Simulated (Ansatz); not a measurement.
# C₃H₁₀BN: small, medium and large basis sets

Aim: see how fast density functionals converge with the basis set for C₃H₁₀BN.

The runs use Ansatz 0.2.0, Gaussian basis; one geometry, several basis sets.

The runs, in order: PBE0-D4/def2-SVP; ωB97M-V/def2-SVP; PBE0-D4/def2-QZVPP; ωB97M-V/def2-QZVPP; the functionals' def2-TZVPP values are taken from earlier runs.

### Step 1. The geometry

All runs share one geometry, relaxed beforehand with PBE0-D4 in a triple-zeta def2 set.

SMILES `CNB(C)C`, 15 atoms, charge 0, spin multiplicity 1.

Atoms are counted from 1 here; the program's logs count them from 0.

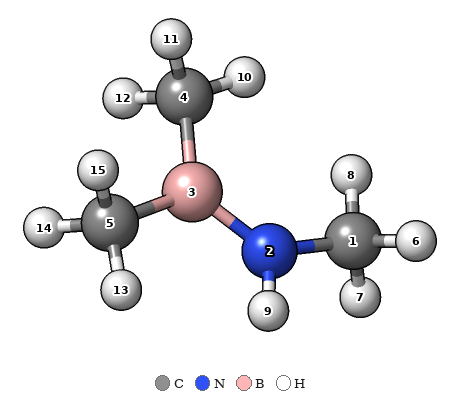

The geometry (carbon grey, nitrogen blue, boron pink, hydrogen white); atoms are numbered from 1 in the order of the file.

### Step 2. PBE0-D4 in def2-SVP

Contents of in.yaml:

```yaml
crystal:
  periodic: [false, false, false]
  atoms:
    - {symbol: C, position_ang: [-1.262125, -1.005236, 1.389285]}
    - {symbol: N, position_ang: [-0.635176, 0.173022, 0.843955]}
    - {symbol: B, position_ang: [0.242431, 0.299666, -0.238463]}
    - {symbol: C, position_ang: [0.720457, -0.934338, -1.098843]}
    - {symbol: C, position_ang: [0.764749, 1.745897, -0.605289]}
    - {symbol: H, position_ang: [-0.996579, -1.152671, 2.441324]}
    - {symbol: H, position_ang: [-2.353907, -0.950061, 1.322848]}
    - {symbol: H, position_ang: [-0.940273, -1.887382, 0.838739]}
    - {symbol: H, position_ang: [-0.887498, 1.018727, 1.331884]}
    - {symbol: H, position_ang: [0.365211, -1.913976, -0.774262]}
    - {symbol: H, position_ang: [1.814821, -0.972360, -1.124980]}
    - {symbol: H, position_ang: [0.407687, -0.801591, -2.140740]}
    - {symbol: H, position_ang: [0.376520, 2.539568, 0.040178]}
    - {symbol: H, position_ang: [0.503431, 2.002708, -1.637772]}
    - {symbol: H, position_ang: [1.858449, 1.787325, -0.558266]}
basis:
  gaussian: {orbitals: def2-SVP}
hamiltonian: {xc: pbe0, dispersion: d4}
output: {orbitals: {seedname: orbitals}}
```

Started as:

```bash
$ ansatz run in.yaml --threads 4 --pin off --events-out ev --progress --plain --max-ram 10444MiB
```

Log:

```text
Functional definition: PBE0
  name "PBE0"
  cite "Adamo & Barone, J. Chem. Phys. 110, 6158 (1999) doi:10.1063/1.478522"
  cite "Perdew, Burke & Ernzerhof, Phys. Rev. Lett. 77, 3865 (1996) doi:10.1103/PhysRevLett.77.3865"
  parent pbe
  parameter a = 0.25
  parameter kappa = 0.804
  parameter beta = 0.06672455060314922
  exchange = (1 - a)*pbe_x(kappa = kappa, mu = beta*pi^2/3) + a*exact_x
  correlation = pbe_c(beta = beta)
1380 factors; their error is unknown
mean field evaluation 1: about -5421.0788 eV, gradient 6.6e1 eV
mean field evaluation 2: about -5418.3795 eV, gradient 7.3e1 eV
mean field evaluation 4: about -5431.5184 eV, gradient 3.0e0 eV
mean field evaluation 8: about -5431.5390 eV, gradient 1.3e-1 eV
mean field evaluation 16: about -5431.5232 eV, gradient 1.0e-4 eV
mean field -5431.52317382 eV, -199.6047950194 hartree, gradient 1.9e-5 eV, S^2 0.000000; 0 other end points of the search recorded, 0 dependent functions left out
reference -5431.52320217 eV, -199.6047960611 hartree; 20, 20 occupied and 100, 100 virtual orbitals, 1380 factors
Total energy: -5431.74143266 eV, -199.6128158837 hartree
```

It took 1.2 s on 4 threads of Arm Neoverse V2, shared host; peak memory 0.25 GiB.

### Step 3. ωB97M-V in def2-SVP

in.yaml: that of step 2 with these lines changed.

```diff
@@ -20,3 +20,3 @@
   gaussian: {orbitals: def2-SVP}
-hamiltonian: {xc: pbe0, dispersion: d4}
+hamiltonian: {xc: {name: wB97M-V}}
 output: {orbitals: {seedname: orbitals}}
```

Same command.

Log, cut to the lines that bear on the results:

```text
Functional definition: wB97M-V
  name "wB97M-V"
  cite "Mardirossian & Head-Gordon, J. Chem. Phys. 144, 214110 (2016) doi:10.1063/1.4952647"
  cite "Becke, J. Chem. Phys. 107, 8554 (1997) doi:10.1063/1.475007"
  cite "Vydrov & Van Voorhis, J. Chem. Phys. 133, 244103 (2010) doi:10.1063/1.3521275"
  # Of w^i u^j: cxij and so on, Table III.
[...]
  gx(w, u) = 1 - cx + cx01*u + cx10*w
  gss(w, u) = css00 + css04*u^4 + css10*w + css20*w^2 + css43*w^4*u^3
  gos(w, u) = cos00 + cos10*w + (cos20 + cos21*u)*w^2 + (cos60 + cos61*u)*w^6
[...]
      + integral(e_c_pw_mod_opposite_spin*gos(b97_w_opposite, b97_u_opposite)) + vv10(b, c)
1380 factors; their error is unknown
366 factors; integrals over basis functions are off by at most 8.4e-6 eV
[...]
mean field -5434.90791607 eV, -199.7291820025 hartree, gradient 3.9e-5 eV, S^2 0.000000; 0 other end points of the search recorded, 0 dependent functions left out
reference -5434.90796145 eV, -199.7291836705 hartree; 20, 20 occupied and 100, 100 virtual orbitals, 1380 factors
Total energy: -5434.90796145 eV, -199.7291836705 hartree
```

Run time: 4.6 s. Hardware: 4 threads of Arm Neoverse V2, shared host; peak memory 0.35 GiB.

### Step 4. PBE0-D4 in def2-QZVPP

in.yaml: that of step 3 with these lines changed.

```diff
@@ -19,4 +19,4 @@
 basis:
-  gaussian: {orbitals: def2-SVP}
-hamiltonian: {xc: {name: wB97M-V}}
+  gaussian: {orbitals: "def2-QZVPP.json"}
+hamiltonian: {xc: pbe0, dispersion: d4}
 output: {orbitals: {seedname: orbitals}}
```

Launched as before.

Log:

```text
Functional definition: PBE0
  name "PBE0"
  cite "Adamo & Barone, J. Chem. Phys. 110, 6158 (1999) doi:10.1063/1.478522"
  cite "Perdew, Burke & Ernzerhof, Phys. Rev. Lett. 77, 3865 (1996) doi:10.1103/PhysRevLett.77.3865"
  parent pbe
  parameter a = 0.25
  parameter kappa = 0.804
  parameter beta = 0.06672455060314922
  exchange = (1 - a)*pbe_x(kappa = kappa, mu = beta*pi^2/3) + a*exact_x
  correlation = pbe_c(beta = beta)
1525 factors; their error is unknown
mean field evaluation 1: about -5422.4129 eV, gradient 8.4e1 eV
mean field evaluation 2: about -5414.7421 eV, gradient 9.7e1 eV
mean field evaluation 4: about -5437.7179 eV, gradient 6.0e0 eV
mean field evaluation 8: about -5437.7923 eV, gradient 6.0e-2 eV
mean field evaluation 16: about -5437.7907 eV, gradient 2.5e-5 eV
mean field -5437.79071403 eV, -199.8351228737 hartree, gradient 2.5e-5 eV, S^2 0.000000; 0 other end points of the search recorded, 0 dependent functions left out
reference -5437.79075838 eV, -199.8351245036 hartree; 20, 20 occupied and 565, 565 virtual orbitals, 1525 factors
Total energy: -5438.00898887 eV, -199.8431443262 hartree
```

Wall time 9.5 s (4 threads of Arm Neoverse V2, shared host); peak memory 2.1 GiB.

### Step 5. ωB97M-V in def2-QZVPP

in.yaml: that of step 4 with these lines changed.

```diff
@@ -20,3 +20,3 @@
   gaussian: {orbitals: "def2-QZVPP.json"}
-hamiltonian: {xc: pbe0, dispersion: d4}
+hamiltonian: {xc: {name: wB97M-V}}
 output: {orbitals: {seedname: orbitals}}
```

The command is unchanged.

Log, cut to the lines that bear on the results:

```text
Functional definition: wB97M-V
  name "wB97M-V"
  cite "Mardirossian & Head-Gordon, J. Chem. Phys. 144, 214110 (2016) doi:10.1063/1.4952647"
  cite "Becke, J. Chem. Phys. 107, 8554 (1997) doi:10.1063/1.475007"
  cite "Vydrov & Van Voorhis, J. Chem. Phys. 133, 244103 (2010) doi:10.1063/1.3521275"
  # Of w^i u^j: cxij and so on, Table III.
[...]
  gx(w, u) = 1 - cx + cx01*u + cx10*w
  gss(w, u) = css00 + css04*u^4 + css10*w + css20*w^2 + css43*w^4*u^3
  gos(w, u) = cos00 + cos10*w + (cos20 + cos21*u)*w^2 + (cos60 + cos61*u)*w^6
[...]
      + integral(e_c_pw_mod_opposite_spin*gos(b97_w_opposite, b97_u_opposite)) + vv10(b, c)
1525 factors; their error is unknown
478 factors; integrals over basis functions are off by at most 6.3e-6 eV
[...]
mean field -5441.52237992 eV, -199.9722590657 hartree, gradient 1.1e-5 eV, S^2 0.000000; 0 other end points of the search recorded, 0 dependent functions left out
reference -5441.52245095 eV, -199.9722616760 hartree; 20, 20 occupied and 565, 565 virtual orbitals, 1525 factors
Total energy: -5441.52245095 eV, -199.9722616760 hartree
```

Run time: 23 s. Hardware: 4 threads of Arm Neoverse V2, shared host; peak memory 2.6 GiB.

### Step 6. Density functionals: the series

The def2-TZVPP values come from earlier runs at the same geometry.

```
functional       basis  functions  energy (eV)  from the largest (eV)  HOMO (eV)  LUMO (eV)
   PBE0-D4    def2-SVP        120   -5431.7414                  6.268      -7.27       1.44
   PBE0-D4  def2-TZVPP        295   -5437.6864                  0.323      -7.36       0.89
   PBE0-D4  def2-QZVPP        585   -5438.0090                  0.000      -7.38       0.50
   ωB97M-V    def2-SVP        120   -5434.9080                  6.614      -9.61       3.35
   ωB97M-V  def2-TZVPP        295   -5441.2100                  0.312      -9.71       2.12
   ωB97M-V  def2-QZVPP        585   -5441.5225                  0.000      -9.72       1.49
```

### Step 7. Results

| quantity | value |
| --- | --- |
| PBE0-D4: double and triple zeta above quadruple | 6.27, 0.32 eV |
| ωB97M-V: double and triple zeta above quadruple | 6.61, 0.31 eV |

In words: PBE0-D4 gains 5.95 eV from double to triple zeta, then 0.32 eV more. Total energies overstate the basis error of differences, where much of it tends to cancel. The LUMO of ωB97M-V is positive and keeps falling with the basis (3.35 to 1.49 eV): an unbound level that the basis holds in place.

For PBE0-D4 the largest set took about 8 times as long as the smallest (9.5 s against 1.2 s).
